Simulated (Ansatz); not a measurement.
**C₂H₇BOSi: an energy map over angle C1–O2–B3 and dihedral C1–O2–B3–C4**

Aim: map the energy of C₂H₇BOSi, SMILES COB1C[SiH2]1 over two coordinates, and find its wells, ridges and stiffness.

Computed with Ansatz 0.2.0. Level: RKS CAM-B3LYP-D4/def2-SVP.

### Step 1. Starting geometry

12 atoms, charge 0, spin multiplicity 1.

Atoms are counted from 1 here; the program's logs count them from 0.

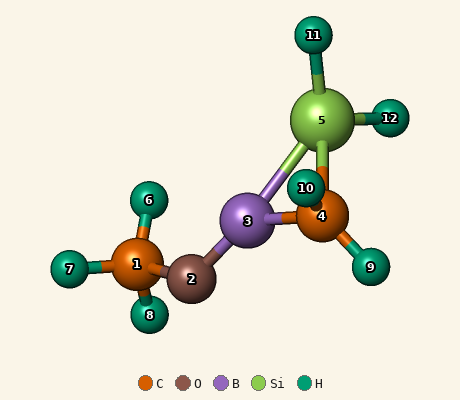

The starting geometry (carbon orange, oxygen brown, boron purple, silicon green, hydrogen teal); atoms are numbered from 1 in the order of the file.

Coordinates:

```xyz
12
charge 0, multiplicity 1
C    -1.99688    1.04649    0.18311
O    -1.39125   -0.23819    0.04830
B    -0.06466   -0.42442    0.10437
C     0.95160   -1.55638   -0.17039
Si    1.79576    0.20849   -0.09266
H    -1.22999    1.83890    0.31238
H    -2.67455    1.03316    1.06074
H    -2.60000    1.25318   -0.72402
H     0.87618   -2.22754   -1.04775
H     1.29894   -2.10848    0.72809
H     2.81552    0.30158    1.00530
H     2.29615    0.81801   -1.37348
```

This geometry comes from a loose relaxation at PBE in a small basis, which is not shown.

### Step 2. Relaxing the molecule

input.yaml

```yaml
crystal:
  periodic: [false, false, false]
  atoms:
    - { symbol: C, position_ang: [-1.996882, 1.046491, 0.183107] }
    - { symbol: O, position_ang: [-1.391252, -0.238188, 0.048302] }
    - { symbol: B, position_ang: [-0.064662, -0.424424, 0.104373] }
    - { symbol: C, position_ang: [0.951603, -1.556377, -0.170388] }
    - { symbol: Si, position_ang: [1.795758, 0.208493, -0.092659] }
    - { symbol: H, position_ang: [-1.22999, 1.8389, 0.312383] }
    - { symbol: H, position_ang: [-2.674554, 1.033163, 1.06074] }
    - { symbol: H, position_ang: [-2.600003, 1.253178, -0.724019] }
    - { symbol: H, position_ang: [0.876177, -2.227539, -1.047751] }
    - { symbol: H, position_ang: [1.298938, -2.108485, 0.728086] }
    - { symbol: H, position_ang: [2.815521, 0.301583, 1.005303] }
    - { symbol: H, position_ang: [2.296147, 0.818006, -1.373478] }
basis:
  gaussian: { orbitals: def2-SVP }
hamiltonian:
  xc: { name: CAM-B3LYP }
  dispersion: d4
output:
  forces: true
relax:
  f_tol: 0.003
  max_steps: 120
```

Command:

```console
ansatz run input.yaml --threads 1 --pin off --max-ram 2560MiB --backend cpu --events-out ev --progress --plain --runs-dir out
```

What it wrote:

```text
Warning: RAYON_NUM_THREADS=1 ignored (pool sized by the plan → 1); use --threads N
The last accepted step is kept in <dir> (removed where the run ends without a failure and the disk answers)
Engine: ansatz 0.2.0, x86_64-unknown-linux-gnu
Functional definition: CAM-B3LYP
  parameter alpha = 0.19
  parameter beta = 0.46
  parameter omega = 0.33/bohr
  parameter ac = 0.81
  exchange = (1 - alpha - beta)*b88_x + beta*b88_x_sr(omega) + alpha*exact_x + beta*exact_x_lr(omega)
  correlation = (1 - ac)*vwn5_c + ac*lyp_c
1190 factors; integrals over basis functions are off by at most 3.9e-4 eV
403 factors; integrals over basis functions are off by at most 6.4e-7 eV
mean field evaluation 1: about -12774.0424 eV, gradient 5.0e1 eV
mean field evaluation 2: about -12772.7771 eV, gradient 5.6e1 eV
mean field evaluation 4: about -12779.8246 eV, gradient 3.3e0 eV
mean field evaluation 8: about -12779.8717 eV, gradient 1.9e-1 eV
mean field evaluation 16: about -12779.8718 eV, gradient 7.6e-5 eV
mean field -12779.87179966 eV, -469.6516261294 hartree, gradient 7.6e-5 eV, S^2 0.000000; 0 other end points of the search recorded, 0 dependent functions left out
the calculation of the forces begins
reference -12779.87193188 eV, -469.6516309882 hartree; 23, 23 occupied and 86, 86 virtual orbitals, 1190 factors
relax step   1: F+E_penalty+E_count = -12780.06410400 eV  Δ(F+E_penalty+E_count) = +0.000e0 eV  max|allowed force component| = 4.632e-1 eV/Å  Δτ_max = 0.0000 Å  (27 SCF iters, accepted)
these checks for a lower state are left out or cut short: starts, cluster_reference, orbital_swaps, neighbouring_geometries, increment
1190 factors; integrals over basis functions are off by at most 3.8e-4 eV
403 factors; integrals over basis functions are off by at most 6.1e-7 eV
mean field -12779.89631648 eV, -469.6525271057 hartree, gradient 1.6e-5 eV, S^2 0.000000; 0 other end points of the search recorded, 0 dependent functions left out
the calculation of the forces begins
reference -12779.89644813 eV, -469.6525319440 hartree; 23, 23 occupied and 86, 86 virtual orbitals, 1190 factors
relax step   2: F+E_penalty+E_count = -12780.08915139 eV  Δ(F+E_penalty+E_count) = -2.505e-2 eV  max|allowed force component| = 1.907e-1 eV/Å  Δτ_max = 0.0265 Å  (33 SCF iters, accepted)
these checks for a lower state are left out or cut short: starts, cluster_reference, orbital_swaps, neighbouring_geometries, increment
1190 factors; integrals over basis functions are off by at most 3.6e-4 eV
403 factors; integrals over basis functions are off by at most 6.0e-7 eV
mean field -12779.90122403 eV, -469.6527074548 hartree, gradient 1.5e-5 eV, S^2 0.000000; 0 other end points of the search recorded, 0 dependent functions left out
the calculation of the forces begins
reference -12779.90135543 eV, -469.6527122836 hartree; 23, 23 occupied and 86, 86 virtual orbitals, 1190 factors
relax step   3: F+E_penalty+E_count = -12780.09423290 eV  Δ(F+E_penalty+E_count) = -5.082e-3 eV  max|allowed force component| = 4.913e-2 eV/Å  Δτ_max = 0.0165 Å  (32 SCF iters, accepted)
these checks for a lower state are left out or cut short: starts, cluster_reference, orbital_swaps, neighbouring_geometries, increment
1190 factors; integrals over basis functions are off by at most 3.6e-4 eV
403 factors; integrals over basis functions are off by at most 5.9e-7 eV
mean field evaluation 32: about -12779.8259 eV, gradient 3.4e0 eV
mean field -12779.89773490 eV, -469.6525792317 hartree, gradient 1.2e-5 eV, S^2 0.000000; 0 other end points of the search recorded, 0 dependent functions left out
the calculation of the forces begins
reference -12779.89786656 eV, -469.6525840702 hartree; 23, 23 occupied and 86, 86 virtual orbitals, 1190 factors
relax step   4: F+E_penalty+E_count = -12780.09040002 eV  Δ(F+E_penalty+E_count) = +3.833e-3 eV  max|allowed force component| = 5.120e-1 eV/Å  Δτ_max = 0.0700 Å  (33 SCF iters, rejected (line search))
these checks for a lower state are left out or cut short: starts, cluster_reference, orbital_swaps, neighbouring_geometries, increment
1190 factors; integrals over basis functions are off by at most 3.6e-4 eV
403 factors; integrals over basis functions are off by at most 6.0e-7 eV
mean field -12779.90372814 eV, -469.6527994792 hartree, gradient 1.6e-5 eV, S^2 0.000000; 0 other end points of the search recorded, 0 dependent functions left out
the calculation of the forces begins
reference -12779.90385954 eV, -469.6528043083 hartree; 23, 23 occupied and 86, 86 virtual orbitals, 1190 factors
relax step   5: F+E_penalty+E_count = -12780.09644727 eV  Δ(F+E_penalty+E_count) = -2.214e-3 eV  max|allowed force component| = 1.021e-1 eV/Å  Δτ_max = 0.0333 Å  (31 SCF iters, accepted)
these checks for a lower state are left out or cut short: starts, cluster_reference, orbital_swaps, neighbouring_geometries, increment
1190 factors; integrals over basis functions are off by at most 3.6e-4 eV
403 factors; integrals over basis functions are off by at most 5.9e-7 eV
mean field -12779.90544952 eV, -469.6528627386 hartree, gradient 1.1e-5 eV, S^2 0.000000; 0 other end points of the search recorded, 0 dependent functions left out
the calculation of the forces begins
reference -12779.90558125 eV, -469.6528675797 hartree; 23, 23 occupied and 86, 86 virtual orbitals, 1190 factors
relax step   6: F+E_penalty+E_count = -12780.09762906 eV  Δ(F+E_penalty+E_count) = -1.182e-3 eV  max|allowed force component| = 1.669e-1 eV/Å  Δτ_max = 0.0909 Å  (32 SCF iters, accepted)
these checks for a lower state are left out or cut short: starts, cluster_reference, orbital_swaps, neighbouring_geometries, increment
1190 factors; integrals over basis functions are off by at most 3.5e-4 eV
403 factors; integrals over basis functions are off by at most 5.9e-7 eV
mean field -12779.88867938 eV, -469.6522464474 hartree, gradient 1.2e-5 eV, S^2 0.000000; 0 other end points of the search recorded, 0 dependent functions left out
the calculation of the forces begins
reference -12779.88881108 eV, -469.6522512874 hartree; 23, 23 occupied and 86, 86 virtual orbitals, 1190 factors
relax step   7: F+E_penalty+E_count = -12780.08059876 eV  Δ(F+E_penalty+E_count) = +1.703e-2 eV  max|allowed force component| = 4.176e-1 eV/Å  Δτ_max = 0.0967 Å  (33 SCF iters, rejected (line search))
these checks for a lower state are left out or cut short: starts, cluster_reference, orbital_swaps, neighbouring_geometries, increment
1190 factors; integrals over basis functions are off by at most 3.5e-4 eV
403 factors; integrals over basis functions are off by at most 5.9e-7 eV
mean field evaluation 64: about -12779.9072 eV, gradient 1.3e-4 eV
mean field -12779.90724770 eV, -469.6529288209 hartree, gradient 1.6e-5 eV, S^2 0.000000; 0 other end points of the search recorded, 0 dependent functions left out
the calculation of the forces begins
reference -12779.90737959 eV, -469.6529336676 hartree; 23, 23 occupied and 86, 86 virtual orbitals, 1190 factors
relax step   8: F+E_penalty+E_count = -12780.09933509 eV  Δ(F+E_penalty+E_count) = -1.706e-3 eV  max|allowed force component| = 4.314e-2 eV/Å  Δτ_max = 0.0468 Å  (31 SCF iters, accepted)
these checks for a lower state are left out or cut short: starts, cluster_reference, orbital_swaps, neighbouring_geometries, increment
1190 factors; integrals over basis functions are off by at most 3.5e-4 eV
403 factors; integrals over basis functions are off by at most 5.9e-7 eV
mean field -12779.90675129 eV, -469.6529105779 hartree, gradient 1.6e-5 eV, S^2 0.000000; 0 other end points of the search recorded, 0 dependent functions left out
the calculation of the forces begins
reference -12779.90688331 eV, -469.6529154297 hartree; 23, 23 occupied and 86, 86 virtual orbitals, 1190 factors
relax step   9: F+E_penalty+E_count = -12780.09927371 eV  Δ(F+E_penalty+E_count) = +6.139e-5 eV  max|allowed force component| = 1.388e-1 eV/Å  Δτ_max = 0.0334 Å  (32 SCF iters, rejected (line search))
these checks for a lower state are left out or cut short: starts, cluster_reference, orbital_swaps, neighbouring_geometries, increment
1190 factors; integrals over basis functions are off by at most 3.5e-4 eV
403 factors; integrals over basis functions are off by at most 5.9e-7 eV
mean field -12779.90772740 eV, -469.6529464495 hartree, gradient 1.6e-5 eV, S^2 0.000000; 0 other end points of the search recorded, 0 dependent functions left out
the calculation of the forces begins
reference -12779.90785936 eV, -469.6529512987 hartree; 23, 23 occupied and 86, 86 virtual orbitals, 1190 factors
relax step  10: F+E_penalty+E_count = -12780.09989341 eV  Δ(F+E_penalty+E_count) = -5.583e-4 eV  max|allowed force component| = 1.931e-2 eV/Å  Δτ_max = 0.0162 Å  (32 SCF iters, accepted)
these checks for a lower state are left out or cut short: starts, cluster_reference, orbital_swaps, neighbouring_geometries, increment
1190 factors; integrals over basis functions are off by at most 3.5e-4 eV
403 factors; integrals over basis functions are off by at most 5.9e-7 eV
mean field -12779.90799500 eV, -469.6529562834 hartree, gradient 1.5e-5 eV, S^2 0.000000; 0 other end points of the search recorded, 0 dependent functions left out
the calculation of the forces begins
reference -12779.90812712 eV, -469.6529611388 hartree; 23, 23 occupied and 86, 86 virtual orbitals, 1190 factors
relax step  11: F+E_penalty+E_count = -12780.10020146 eV  Δ(F+E_penalty+E_count) = -3.081e-4 eV  max|allowed force component| = 4.620e-2 eV/Å  Δτ_max = 0.0216 Å  (31 SCF iters, accepted)
these checks for a lower state are left out or cut short: starts, cluster_reference, orbital_swaps, neighbouring_geometries, increment
1190 factors; integrals over basis functions are off by at most 3.5e-4 eV
403 factors; integrals over basis functions are off by at most 5.8e-7 eV
mean field -12779.90822853 eV, -469.6529648656 hartree, gradient 1.5e-5 eV, S^2 0.000000; 0 other end points of the search recorded, 0 dependent functions left out
the calculation of the forces begins
reference -12779.90836080 eV, -469.6529697264 hartree; 23, 23 occupied and 86, 86 virtual orbitals, 1190 factors
relax step  12: F+E_penalty+E_count = -12780.10040380 eV  Δ(F+E_penalty+E_count) = -2.023e-4 eV  max|allowed force component| = 4.862e-2 eV/Å  Δτ_max = 0.0217 Å  (32 SCF iters, accepted)
these checks for a lower state are left out or cut short: starts, cluster_reference, orbital_swaps, neighbouring_geometries, increment
1190 factors; integrals over basis functions are off by at most 3.5e-4 eV
403 factors; integrals over basis functions are off by at most 5.8e-7 eV
mean field evaluation 96: about -12779.8823 eV, gradient 7.2e-3 eV
mean field -12779.90843616 eV, -469.6529724958 hartree, gradient 1.5e-5 eV, S^2 0.000000; 0 other end points of the search recorded, 0 dependent functions left out
the calculation of the forces begins
reference -12779.90856859 eV, -469.6529773626 hartree; 23, 23 occupied and 86, 86 virtual orbitals, 1190 factors
relax step  13: F+E_penalty+E_count = -12780.10055980 eV  Δ(F+E_penalty+E_count) = -1.560e-4 eV  max|allowed force component| = 2.352e-2 eV/Å  Δτ_max = 0.0230 Å  (32 SCF iters, accepted)
these checks for a lower state are left out or cut short: starts, cluster_reference, orbital_swaps, neighbouring_geometries, increment
1190 factors; integrals over basis functions are off by at most 3.5e-4 eV
403 factors; integrals over basis functions are off by at most 5.8e-7 eV
mean field -12779.90853129 eV, -469.6529759917 hartree, gradient 1.5e-5 eV, S^2 0.000000; 0 other end points of the search recorded, 0 dependent functions left out
the calculation of the forces begins
reference -12779.90866380 eV, -469.6529808615 hartree; 23, 23 occupied and 86, 86 virtual orbitals, 1190 factors
relax step  14: F+E_penalty+E_count = -12780.10063580 eV  Δ(F+E_penalty+E_count) = -7.600e-5 eV  max|allowed force component| = 1.864e-2 eV/Å  Δτ_max = 0.0237 Å  (33 SCF iters, accepted)
these checks for a lower state are left out or cut short: starts, cluster_reference, orbital_swaps, neighbouring_geometries, increment
1190 factors; integrals over basis functions are off by at most 3.5e-4 eV
403 factors; integrals over basis functions are off by at most 5.8e-7 eV
mean field -12779.90865289 eV, -469.6529804604 hartree, gradient 1.6e-5 eV, S^2 0.000000; 0 other end points of the search recorded, 0 dependent functions left out
the calculation of the forces begins
reference -12779.90878546 eV, -469.6529853324 hartree; 23, 23 occupied and 86, 86 virtual orbitals, 1190 factors
relax step  15: F+E_penalty+E_count = -12780.10071705 eV  Δ(F+E_penalty+E_count) = -8.125e-5 eV  max|allowed force component| = 2.626e-2 eV/Å  Δτ_max = 0.0156 Å  (32 SCF iters, accepted)
these checks for a lower state are left out or cut short: starts, cluster_reference, orbital_swaps, neighbouring_geometries, increment
1190 factors; integrals over basis functions are off by at most 3.5e-4 eV
403 factors; integrals over basis functions are off by at most 5.8e-7 eV
mean field -12779.90869249 eV, -469.6529819157 hartree, gradient 2.4e-5 eV, S^2 0.000000; 0 other end points of the search recorded, 0 dependent functions left out
the calculation of the forces begins
reference -12779.90882507 eV, -469.6529867882 hartree; 23, 23 occupied and 86, 86 virtual orbitals, 1190 factors
relax step  16: F+E_penalty+E_count = -12780.10075717 eV  Δ(F+E_penalty+E_count) = -4.012e-5 eV  max|allowed force component| = 2.031e-2 eV/Å  Δτ_max = 0.0056 Å  (25 SCF iters, accepted)
these checks for a lower state are left out or cut short: starts, cluster_reference, orbital_swaps, neighbouring_geometries, increment
1190 factors; integrals over basis functions are off by at most 3.5e-4 eV
403 factors; integrals over basis functions are off by at most 5.8e-7 eV
mean field -12779.90871655 eV, -469.6529827999 hartree, gradient 2.4e-5 eV, S^2 0.000000; 0 other end points of the search recorded, 0 dependent functions left out
the calculation of the forces begins
reference -12779.90884911 eV, -469.6529876715 hartree; 23, 23 occupied and 86, 86 virtual orbitals, 1190 factors
relax step  17: F+E_penalty+E_count = -12780.10079310 eV  Δ(F+E_penalty+E_count) = -3.593e-5 eV  max|allowed force component| = 9.801e-3 eV/Å  Δτ_max = 0.0097 Å  (26 SCF iters, accepted)
these checks for a lower state are left out or cut short: starts, cluster_reference, orbital_swaps, neighbouring_geometries, increment
1190 factors; integrals over basis functions are off by at most 3.5e-4 eV
403 factors; integrals over basis functions are off by at most 5.8e-7 eV
mean field evaluation 128: about -12779.8824 eV, gradient 2.0e-1 eV
mean field -12779.90872567 eV, -469.6529831350 hartree, gradient 2.1e-5 eV, S^2 0.000000; 0 other end points of the search recorded, 0 dependent functions left out
the calculation of the forces begins
reference -12779.90885824 eV, -469.6529880069 hartree; 23, 23 occupied and 86, 86 virtual orbitals, 1190 factors
relax step  18: F+E_penalty+E_count = -12780.10080020 eV  Δ(F+E_penalty+E_count) = -7.101e-6 eV  max|allowed force component| = 6.417e-3 eV/Å  Δτ_max = 0.0039 Å  (24 SCF iters, accepted)
these checks for a lower state are left out or cut short: starts, cluster_reference, orbital_swaps, neighbouring_geometries, increment
1190 factors; integrals over basis functions are off by at most 3.5e-4 eV
403 factors; integrals over basis functions are off by at most 5.8e-7 eV
mean field -12779.90873000 eV, -469.6529832944 hartree, gradient 1.8e-5 eV, S^2 0.000000; 0 other end points of the search recorded, 0 dependent functions left out
the calculation of the forces begins
reference -12779.90886258 eV, -469.6529881665 hartree; 23, 23 occupied and 86, 86 virtual orbitals, 1190 factors
relax step  19: F+E_penalty+E_count = -12780.10080299 eV  Δ(F+E_penalty+E_count) = -2.788e-6 eV  max|allowed force component| = 3.495e-3 eV/Å  Δτ_max = 0.0032 Å  (25 SCF iters, accepted)
these checks for a lower state are left out or cut short: starts, cluster_reference, orbital_swaps, neighbouring_geometries, increment
1190 factors; integrals over basis functions are off by at most 3.5e-4 eV
403 factors; integrals over basis functions are off by at most 5.8e-7 eV
mean field -12779.90872949 eV, -469.6529832754 hartree, gradient 6.4e-5 eV, S^2 0.000000; 0 other end points of the search recorded, 0 dependent functions left out
the calculation of the forces begins
reference -12779.90886207 eV, -469.6529881476 hartree; 23, 23 occupied and 86, 86 virtual orbitals, 1190 factors
relax step  20: F+E_penalty+E_count = -12780.10080403 eV  Δ(F+E_penalty+E_count) = -1.048e-6 eV  max|allowed force component| = 1.168e-3 eV/Å  Δτ_max = 0.0024 Å  (22 SCF iters, accepted)
1190 factors; integrals over basis functions are off by at most 3.5e-4 eV
403 factors; integrals over basis functions are off by at most 5.8e-7 eV
mean field evaluation 160: about -12779.9087 eV, gradient 4.0e-5 eV
mean field -12779.90872949 eV, -469.6529832754 hartree, gradient 6.4e-5 eV, S^2 0.000000; 1 other end points of the search recorded, 0 dependent functions left out
the calculation of the forces begins
reference -12779.90886207 eV, -469.6529881476 hartree; 23, 23 occupied and 86, 86 virtual orbitals, 1190 factors
Total energy: -12780.10093661 eV, -469.6600467570 hartree
Atom 0 at    -1.998308     1.034589     0.215952 Å, force    -0.000108     0.000551     0.000597 eV/Å
Atom 1 at    -1.364042    -0.222825     0.090731 Å, force     0.000423    -0.000292     0.000162 eV/Å
Atom 2 at    -0.051014    -0.377799    -0.015448 Å, force     0.000454    -0.000403    -0.000466 eV/Å
Atom 3 at     0.969931    -1.536186    -0.163848 Å, force    -0.000893    -0.000950     0.000251 eV/Å
Atom 4 at     1.823520     0.183322    -0.120365 Å, force     0.000288     0.000749    -0.000152 eV/Å
Atom 5 at    -1.260491     1.851183     0.212268 Å, force     0.000018    -0.000674    -0.000274 eV/Å
Atom 6 at    -2.567764     1.055275     1.156286 Å, force     0.000122    -0.000183    -0.000332 eV/Å
Atom 7 at    -2.699229     1.165883    -0.620931 Å, force     0.000097     0.000211    -0.000097 eV/Å
Atom 8 at     0.977892    -2.096509    -1.109813 Å, force     0.000112     0.000620     0.001168 eV/Å
Atom 9 at     1.113610    -2.206800     0.695527 Å, force    -0.000468    -0.000054    -0.000596 eV/Å
Atom 10 at     2.658309     0.470323     1.074060 Å, force     0.000016    -0.000120    -0.000046 eV/Å
Atom 11 at     2.474387     0.624346    -1.380421 Å, force    -0.000061     0.000545    -0.000215 eV/Å
Dipole moment:    -0.253742     0.219535     0.032652 e Å
```

Run time: 2.5 min. Hardware: 1 thread of Intel Xeon Platinum 8259CL at 2.50GHz (Skylake/Cascade Lake), shared host; peak memory 0.3 GiB.

Step by step: (the energy doesn't fall at every step)

| step | energy from step 1 (eV) | largest force component (eV/Å) |
| --- | --- | --- |
| 1 | 0.0000 | 0.4632 |
| 2 | -0.0250 | 0.1907 |
| 3 | -0.0301 | 0.0491 |
| 4 | -0.0263 | 0.5120 |
| 5 | -0.0323 | 0.1021 |
| 6 | -0.0335 | 0.1669 |
| 7 | -0.0165 | 0.4176 |
| 8 | -0.0352 | 0.0431 |
| 9 | -0.0352 | 0.1388 |
| 10 | -0.0358 | 0.0193 |
| 11 | -0.0361 | 0.0462 |
| 12 | -0.0363 | 0.0486 |
| 13 | -0.0365 | 0.0235 |
| 14 | -0.0365 | 0.0186 |
| 15 | -0.0366 | 0.0263 |
| 16 | -0.0367 | 0.0203 |
| 17 | -0.0367 | 0.0098 |
| 18 | -0.0367 | 0.0064 |
| 19 | -0.0367 | 0.0035 |
| 20 | -0.0367 | 0.0012 |

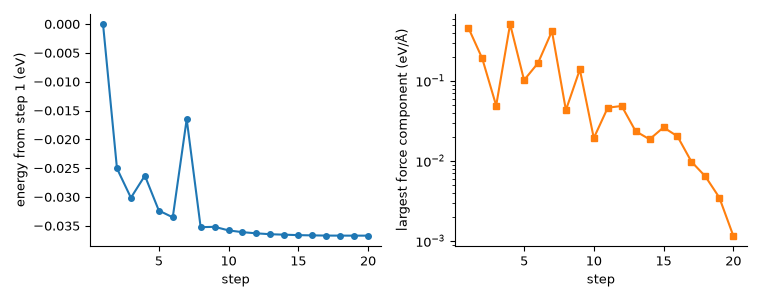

Energy and force, step by step.

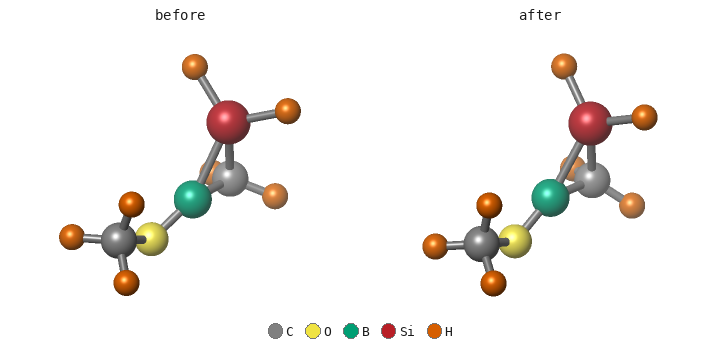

Before and after, at one scale.

Close pairs (by a distance rule), those that changed most:

```csv
bond,before (Å),after (Å),change (Å)
C4–Si5,1.958,1.920,-0.038
Si5–H12,1.504,1.485,-0.019
Si5–H11,1.501,1.485,-0.016
B3–Si5,1.975,1.960,-0.015
O2–B3,1.341,1.326,-0.014
C1–O2,1.427,1.414,-0.013
C4–H10,1.110,1.099,-0.011
C1–H6,1.110,1.101,-0.010
```

### Step 3. The grid

First coordinate, angle C1–O2–B3: 7 values from 88.7 to 158.7 °. Second coordinate, dihedral C1–O2–B3–C4: 8 values from −180 to 135 °, periodic.

Nothing else is relaxed (all other coordinates rigid). Energies count from the relaxed molecule at the same level.

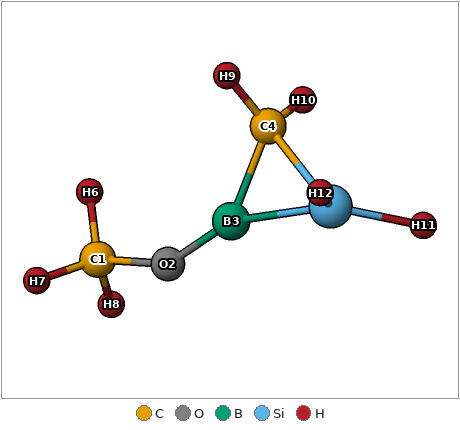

The geometry at angle C1–O2–B3 = 147.0°, dihedral C1–O2–B3–C4 = 0°.

Of the runs on the grid, 2 are shown in the steps below; the others differ only in the two coordinates.

[end of part 1 of 2]
